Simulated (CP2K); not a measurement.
# C2H4BN (SMILES C#CBN) at GFN1-xTB

Aim: the energy change on altering one bond length of C2H4BN at GFN1-xTB, from 2 runs. 

Program for the calculation: CP2K 2026.2.

2 further runs of the same task are left out: 1 that didn't finish, 1 set aside as unsound or not needed.

### 1 Starting point

C2H4BN has 8 atoms, charge 0, and is taken as a singlet. As SMILES, `C#CBN`. Geometry: relaxed at GFN2-xTB.

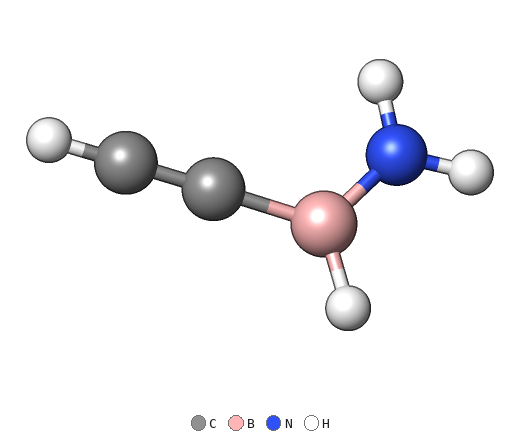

The structure, seen from a chosen angle (carbon grey, boron pink, nitrogen blue, hydrogen white).

### 2 Energy and forces at GFN1-xTB

File molecule.xyz:

```xyz
8

C     -0.379980     1.911650    -0.946110
C     -0.062410     0.981460    -0.252090
B      0.354400    -0.180140     0.635190
N      0.020650    -1.470310     0.262620
H     -0.659520     2.728980    -1.547920
H      0.954720     0.002890     1.627200
H      0.262870    -2.286700     0.797900
H     -0.490740    -1.687830    -0.576770
```

File calc.inp:

```
&GLOBAL
  PROJECT calc
  RUN_TYPE ENERGY_FORCE
  PRINT_LEVEL MEDIUM
&END GLOBAL
&FORCE_EVAL
  METHOD QS
  &DFT
    # Quickstep
    &QS
      METHOD XTB
      EPS_DEFAULT 1.0E-10
      &XTB
        GFN_TYPE 1
        CHECK_ATOMIC_CHARGES F
      &END XTB
    &END QS
    &POISSON
      PERIODIC NONE
      POISSON_SOLVER ANALYTIC
    &END POISSON
    # self-consistent field
    &SCF
      SCF_GUESS ATOMIC
      EPS_SCF 1.0E-06
      MAX_SCF 150
      ADDED_MOS 2
      &DIAGONALIZATION
        ALGORITHM STANDARD
      &END DIAGONALIZATION
      &MIXING
        METHOD BROYDEN_MIXING
        ALPHA 0.4
        NBUFFER 8
      &END MIXING
    &END SCF
    &PRINT
      &MOMENTS
        PERIODIC F
        REFERENCE COM
        MAX_MOMENT 1
      &END MOMENTS
      &MO ON
        ENERGIES T
        OCCUPATION_NUMBERS T
        NDIGITS 6
        &EACH
          QS_SCF 0
        &END EACH
        ADD_LAST NUMERIC
      &END MO
      &HIRSHFELD OFF
      &END HIRSHFELD
    &END PRINT
  &END DFT
  &SUBSYS
    &CELL
      ABC 13.6 17 15.2
      PERIODIC NONE
    &END CELL
    &TOPOLOGY
      COORD_FILE_NAME molecule.xyz
      COORD_FILE_FORMAT XYZ
      &CENTER_COORDINATES
      &END CENTER_COORDINATES
    &END TOPOLOGY
  &END SUBSYS
  # extra output
  &PRINT
    &FORCES ON
    &END FORCES
  &END PRINT
&END FORCE_EVAL
```

Launch:

```sh
$ OMP_NUM_THREADS=1 cp2k.psmp -i calc.inp -o calc.out
```

Standard output:

```text
CP2K| version string:                                       CP2K version 2026.2
[...]
 GLOBAL| Method name                                                        CP2K
[...]
 GLOBAL| Run type                                                   ENERGY_FORCE
[...]
                             - Atoms:                                          8
[...]
                             - Spherical basis functions:                     24
[...]
 Number of electrons:                                                         20
[...]
     1 NoMix/Diag. 0.40E+00    0.0     0.36742893       -10.9306491029 -1.09E+01
[...]
    46 Broy./Diag. 0.40E+00    0.0     0.00000029       -10.9514037005 -2.75E-07
  *** SCF run converged in    46 steps ***
[...]
 TB_DIPOLE| Moment [Debye]         -0.26512328      -1.63333135      -0.20355677
 TB_DIPOLE| Derivative [a.u.]       0.00000000       0.00000000       0.00000000
[...]
 ENERGY| Total FORCE_EVAL ( QS ) energy [hartree]            -10.951403751383484
 FORCES| Atomic forces [hartree/bohr]
 FORCES|   Atom     x               y               z               |f|
 FORCES|      1  1.06233039E-04 -1.86491873E-04  5.83268754E-04   6.21503916E-04
 FORCES|      2  1.09551920E-03 -3.77958477E-03  2.17238032E-03   4.49495936E-03
 FORCES|      3 -9.42270720E-04  4.90820078E-03 -2.42601904E-03   5.55552674E-03
 FORCES|      4 -2.98684928E-03 -9.95786061E-03 -3.61083583E-03   1.10053801E-02
 FORCES|      5 -1.31679142E-03  3.90501178E-03 -2.99863604E-03   5.09655519E-03
 FORCES|      6  2.94133814E-03  1.02099647E-03  4.94572779E-03   5.84415325E-03
 FORCES|      7  2.15949711E-04  2.69503309E-03 -3.65907023E-05   2.70391873E-03
 FORCES|      8  8.86871333E-04  1.39469513E-03  1.37070474E-03   2.14721838E-03
 FORCES| Sum    -7.39425882E-17 -2.32019265E-16 -3.49980461E-16
 FORCES| Total atomic force                                       4.26364596E-16
[...]
```

Run time: 1.6 s. Hardware: 1 thread of AMD EPYC 7R43 (Zen 3), shared host; peak memory 0.19 GiB.

### 3 The distorted shape

File molecule.xyz:

```xyz
8

C     -0.282129     1.625548    -0.735450
C      0.035441     0.695358    -0.041430
B      0.452251    -0.466242     0.845850
N      0.118501    -1.756412     0.473280
H     -0.659520     2.728980    -1.547920
H      1.052571    -0.283212     1.837860
H      0.360721    -2.572802     1.008560
H     -0.392889    -1.973932    -0.366110
```

File molecule.inp:

```
&GLOBAL
    PROJECT molecule
    RUN_TYPE ENERGY_FORCE
    PRINT_LEVEL MEDIUM
&END GLOBAL

&FORCE_EVAL
    METHOD Quickstep
    &DFT
        # Quickstep
        &QS
            METHOD XTB
            EPS_DEFAULT 1.0E-10
            &XTB
                GFN_TYPE 1
                CHECK_ATOMIC_CHARGES F
            &END XTB
        &END QS
        &POISSON
            PERIODIC NONE
            POISSON_SOLVER ANALYTIC
        &END POISSON
        &SCF
            SCF_GUESS ATOMIC
            EPS_SCF 1.0E-06
            MAX_SCF 150
            ADDED_MOS 2
            &DIAGONALIZATION
                ALGORITHM STANDARD
            &END DIAGONALIZATION
            &MIXING
                METHOD BROYDEN_MIXING
                ALPHA 0.4
                NBUFFER 8
            &END MIXING
        &END SCF
        &PRINT
            &MOMENTS
                PERIODIC F
                REFERENCE COM
                MAX_MOMENT 1
            &END MOMENTS
            &MO ON
                ENERGIES T
                OCCUPATION_NUMBERS T
                NDIGITS 6
                &EACH
                    QS_SCF 0
                &END EACH
                ADD_LAST NUMERIC
            &END MO
            &HIRSHFELD OFF
            &END HIRSHFELD
        &END PRINT
    &END DFT
    &SUBSYS
        &CELL
            ABC 13.7 17.3 15.4
            PERIODIC NONE
        &END CELL
        &TOPOLOGY
            COORD_FILE_NAME molecule.xyz
            COORD_FILE_FORMAT XYZ
            &CENTER_COORDINATES
            &END CENTER_COORDINATES
        &END TOPOLOGY
    &END SUBSYS
    &PRINT
        &FORCES ON
        &END FORCES
    &END PRINT
&END FORCE_EVAL
```

Launch:

```sh
$ OMP_NUM_THREADS=1 cp2k.psmp molecule.inp > molecule.out
```

Standard output:

```text
CP2K| version string:                                       CP2K version 2026.2
[...]
 GLOBAL| Method name                                                        CP2K
[...]
 GLOBAL| Run type                                                   ENERGY_FORCE
[...]
                             - Atoms:                                          8
[...]
                             - Spherical basis functions:                     24
[...]
 Number of electrons:                                                         20
[...]
     1 NoMix/Diag. 0.40E+00    0.0     0.36195206       -10.8823092536 -1.09E+01
[...]
    61 Broy./Diag. 0.40E+00    0.0     0.00000099       -10.9035764341  3.34E-08
  *** SCF run converged in    61 steps ***
[...]
 TB_DIPOLE| Moment [Debye]         -0.24656884      -1.68963539      -0.16314744
 TB_DIPOLE| Derivative [a.u.]       0.00000000       0.00000000       0.00000000
[...]
 ENERGY| Total FORCE_EVAL ( QS ) energy [hartree]            -10.903576497384739
 FORCES| Atomic forces [hartree/bohr]
 FORCES|   Atom     x               y               z               |f|
 FORCES|      1 -2.67803101E-02  7.80791980E-02 -5.72997236E-02   1.00482857E-01
 FORCES|      2 -4.64691933E-04  9.71975844E-04 -1.20969747E-03   1.61989000E-03
 FORCES|      3 -8.10553515E-04  4.43476928E-03 -2.15106464E-03   4.99512309E-03
 FORCES|      4 -3.07966104E-03 -9.64206941E-03 -3.81676005E-03   1.08176463E-02
 FORCES|      5  2.71575627E-02 -7.92301749E-02  5.83477028E-02   1.02075503E-01
 FORCES|      6  2.85702077E-03  1.23770936E-03  4.77190544E-03   5.69785694E-03
 FORCES|      7  2.38906238E-04  2.76487202E-03 -3.88368950E-06   2.77517721E-03
 FORCES|      8  8.81726806E-04  1.38371984E-03  1.36152128E-03   2.13210294E-03
 FORCES| Sum     2.34729770E-16 -1.89735380E-16  9.62771529E-17
 FORCES| Total atomic force                                       3.16807307E-16
[...]
```

Wall time 1.5 s (1 thread of AMD EPYC 7R43 (Zen 3), shared host); peak memory 0.19 GiB.

### 4 Outcome

Level: GFN1-xTB.

```
                                                         quantity         value
                                        first shape: total energy  -10.95140 Eh
           first shape: dipole moment (from atomic charges alone)        1.67 D
                                         first shape: HOMO energy     -11.80 eV
                                         first shape: LUMO energy      -6.82 eV
                                       first shape: HOMO–LUMO gap       4.97 eV
                                   first shape: dispersion energy  -5.01 kJ/mol
                            first shape: largest force on an atom    0.566 eV/Å
                                    distorted shape: total energy  -10.90358 Eh
       distorted shape: dipole moment (from atomic charges alone)        1.72 D
                                     distorted shape: HOMO energy     -11.78 eV
                                     distorted shape: LUMO energy      -6.82 eV
                                   distorted shape: HOMO–LUMO gap       4.96 eV
                               distorted shape: dispersion energy  -5.22 kJ/mol
                        distorted shape: largest force on an atom    5.249 eV/Å
energy change with the C1–H5 bond stretched from 1.053 to 1.421 Å      1.301 eV
```

In words: With the C1–H5 bond stretched from 1.053 to 1.421 Å the energy rises by 1.30 eV (126 kJ/mol). The first shape isn't relaxed at this level, so the change isn't measured from a minimum. The largest force (first shape) is 0.57 eV/Å: the shape isn't a stationary point for this species at this level. The dipole (first shape) comes from point charges on the atoms alone, without atomic dipoles, so it is partial. The dipole (distorted shape) comes from point charges on the atoms alone, without atomic dipoles, so it is partial.
